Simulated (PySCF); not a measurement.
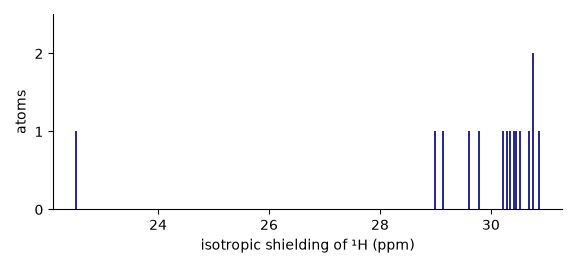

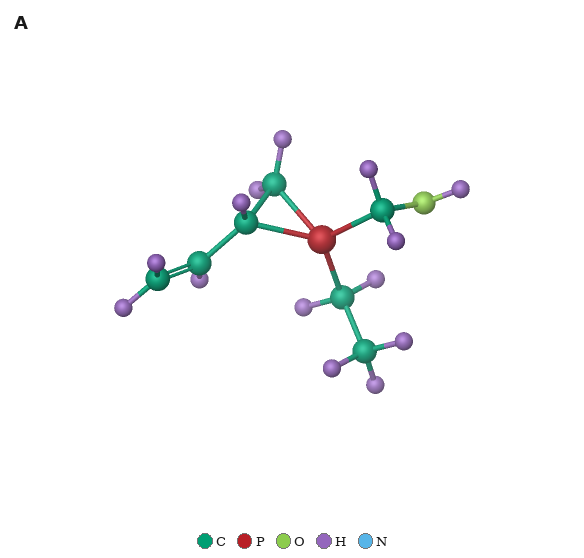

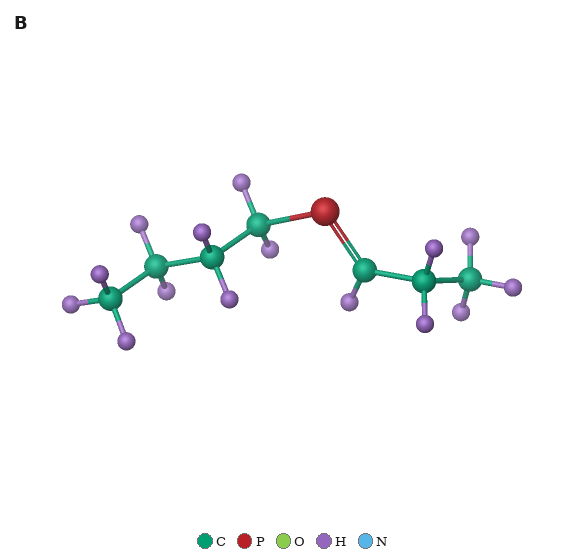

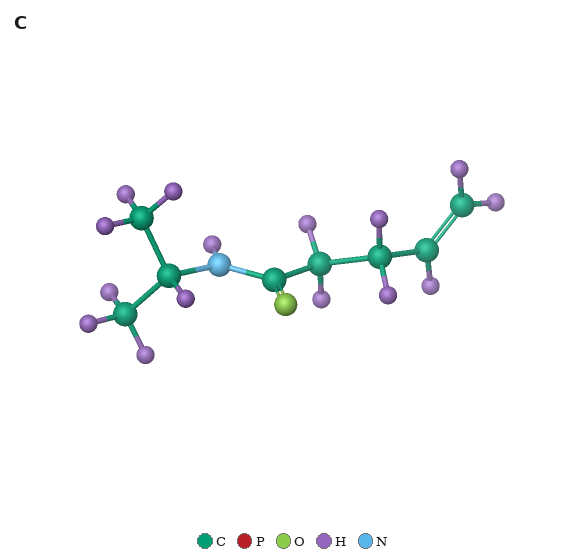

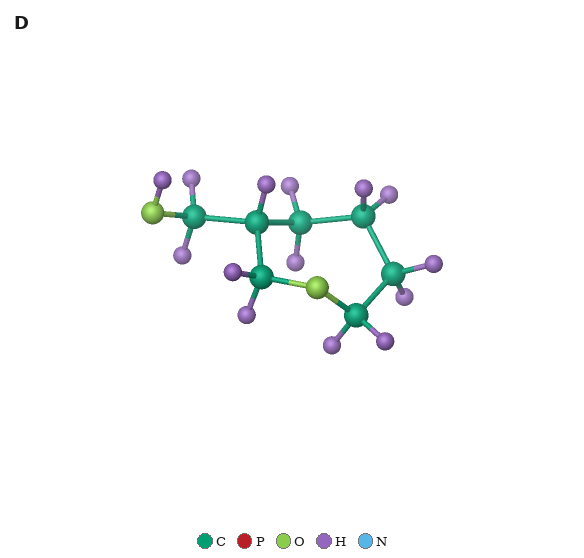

The sticks are computed shieldings of one of the molecules, for one fixed geometry (GFN2-xTB) without averaging over rotations. Low shielding means a high chemical shift. Method: GIAO PBE0/pcSseg-1 NMR shielding, non-relativistic, gas phase (PySCF 2.14.0).

Question: Match the spectrum to a structure.

Answer: B, `CC/C=P/CCCC`. Its 15 H atoms give lines at 22.53, 29.00, 29.14, 29.60, 29.79, 30.22, 30.30, 30.34, 30.41, 30.46, 30.53, 30.69, 30.76 (2 atoms), 30.86 ppm.

The geometry is semi-empirical. Around P such bond lengths and angles can be off by a tenth of an ångström or more and by several degrees, and values that hang on the shape move with them.
